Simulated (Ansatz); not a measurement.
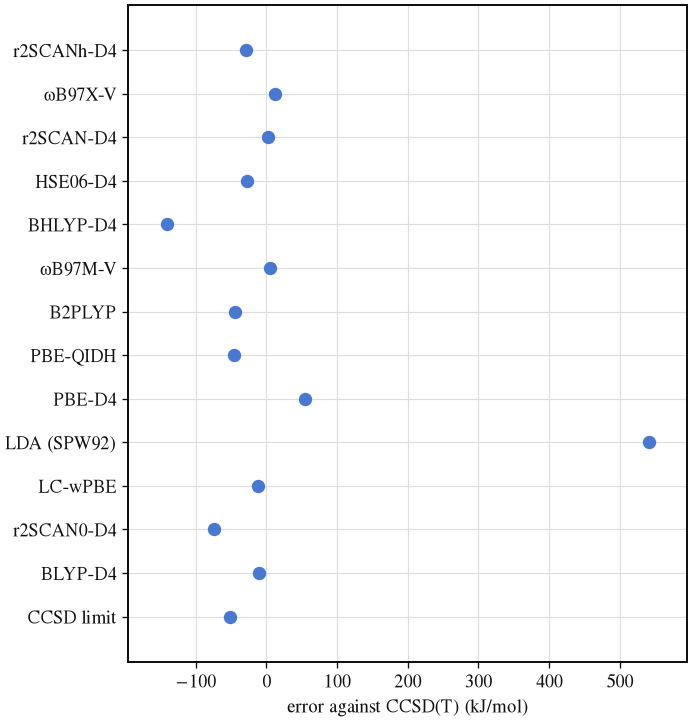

Error in the electronic atomisation energy (method less reference, so positive means overbinding) of CH₄F₂OSi, SMILES FC(F)O[SiH3]: functionals in def2-TZVPP against frozen-core CCSD(T) at the limit (MP2 extrapolated from triple and quadruple zeta, plus CCSD(T) less MP2 in a smaller set), which gives 3273.4 kJ/mol, at a PBE0-D4/def2-TZVP geometry (a minimum by its frequencies), no zero-point or spin-orbit term, the Ansatz code 0.2.0. The reference leaves out core correlation, a term that grows with the number of heavy atoms. B2PLYP and PBE-QIDH hold a correlation term that converges slowly with the basis, so part of the distance to the limit is basis error. No dispersion term is added to B2PLYP, PBE-QIDH and LC-wPBE. Limit means the basis limit.

Question: What range do the values span?

Answer: From −141.5 kJ/mol (BHLYP-D4) to 541.3 kJ/mol (LDA (SPW92)).

Question: Give the values.

Answer:
| level | kJ/mol |
| --- | --- |
| r2SCANh-D4 | −29.3 |
| ωB97X-V | 12.7 |
| r2SCAN-D4 | 2.5 |
| HSE06-D4 | −26.9 |
| BHLYP-D4 | −141.5 |
| ωB97M-V | 5.2 |
| B2PLYP | −44.8 |
| PBE-QIDH | −46.1 |
| PBE-D4 | 55.2 |
| LDA (SPW92) | 541.3 |
| LC-wPBE | −12.0 |
| r2SCAN0-D4 | −74.6 |
| BLYP-D4 | −10.7 |
| CCSD limit | −51.7 |

Limits of at least one run: one conformer of a flexible molecule.
